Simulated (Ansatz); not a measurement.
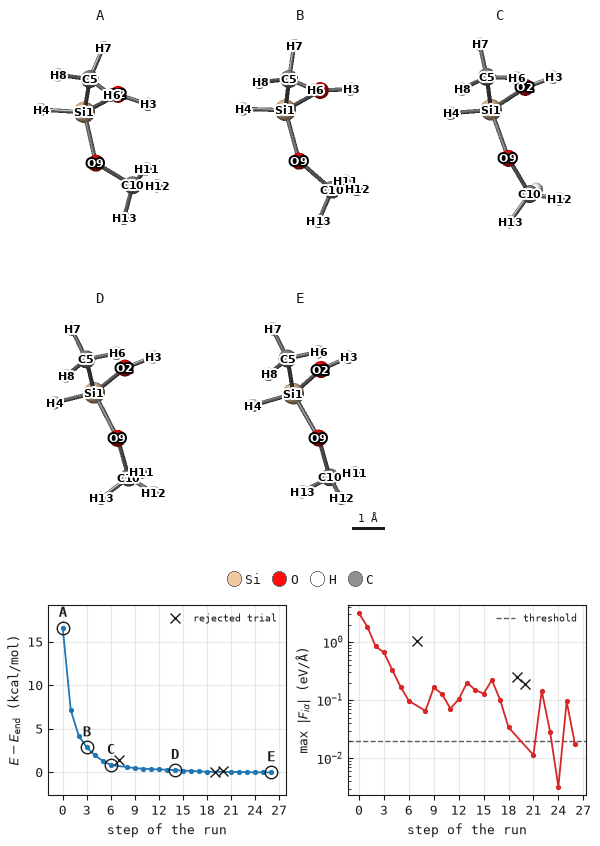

Frames of a relaxation of C2H8O2Si, marked on the history of the run. The picture is a ball-and-stick view, seen from a free direction.

The run prepares the start of a later molecular dynamics calculation, from a guessed geometry.

Computed with RHF/6-31G (Ansatz 0.2.0).

Input
```yaml
crystal:
  periodic: [false, false, false]
  atoms:
    - { symbol: Si, position_ang: [0.0, 0.0, 0.0] }
    - { symbol: O, position_ang: [0.0, 0.0, 1.68] }
    - { symbol: H, position_ang: [-0.9095, -0.2814, 2.0171] }
    - { symbol: H, position_ang: [1.3768, 0.0, -0.4862] }
    - { symbol: C, position_ang: [-0.8808, 1.5259, -0.6227] }
    - { symbol: H, position_ang: [-1.9334, 1.2723, -0.8671] }
    - { symbol: H, position_ang: [-0.8624, 2.3106, 0.1622] }
    - { symbol: H, position_ang: [-0.3704, 1.9025, -1.5336] }
    - { symbol: O, position_ang: [-0.7913, -1.3709, -0.5594] }
    - { symbol: C, position_ang: [-1.5365, -2.2685, 0.2501] }
    - { symbol: H, position_ang: [-1.2251, -2.1576, 1.3097] }
    - { symbol: H, position_ang: [-2.6187, -2.04, 0.1571] }
    - { symbol: H, position_ang: [-1.349, -3.3106, -0.083] }
basis:
  gaussian: { orbitals: "6-31G" }
hamiltonian:
  xc: hf
relax:
  f_tol: 0.02
  max_steps: 40
```

Launched with:
```bash
ansatz run input.yaml --threads 1 --pin off --max-ram 2048MiB --backend cpu --events-out ev --progress --plain --runs-dir out
```

Question: What happens along the run?

Answer: H12 moves most after the best rigid fit: 1.05 Å. By element the largest moves are H 1.05 Å, O 0.79 Å, C 0.30 Å, Si 0.29 Å. Some distances before and after: O2–H3 1.010 → 0.944 Å, C10–H11 1.110 → 1.083 Å, Si1–H4 1.460 → 1.484 Å, Si1–C5 1.869 → 1.885 Å. Among the angles between lasting bonds that change: Si1–O2–H3 109.5° → 132.3°, Si1–O9–C10 125.0° → 134.2°, O2–Si1–H4 109.5° → 103.8°. Groups turn about O9–C10 by about 90°, Si1–O9 by about 75°, Si1–C5 by about 35°. Over 23 accepted moves (26 points after the start) the energy falls by 16.6 kcal/mol. Largest force component: 3.1 eV/Å at the start, 0.017 eV/Å at the end. The line search rejected the trial steps at points 7, 19, 20 of the run. The forces were under the threshold at step 21, but the run went on from there. Cost: 46 s on 1 thread of Intel(R) Xeon(R) Platinum 8488C (Sapphire Rapids), on a shared host, peak memory 0.14 GiB. From step 0 to 3: H3 moves most (0.52 Å), energy −13.7 kcal/mol. From step 3 to 6: H7 moves most (0.46 Å), energy −2.01 kcal/mol. From step 6 to 14: H12 moves most (0.39 Å), energy −0.59 kcal/mol. From step 14 to 26: H atoms move most (0.51 Å), energy −0.26 kcal/mol.

Limits of the set-up: the basis has no polarisation functions, which atoms past neon need; Hartree-Fock leaves out electron correlation.
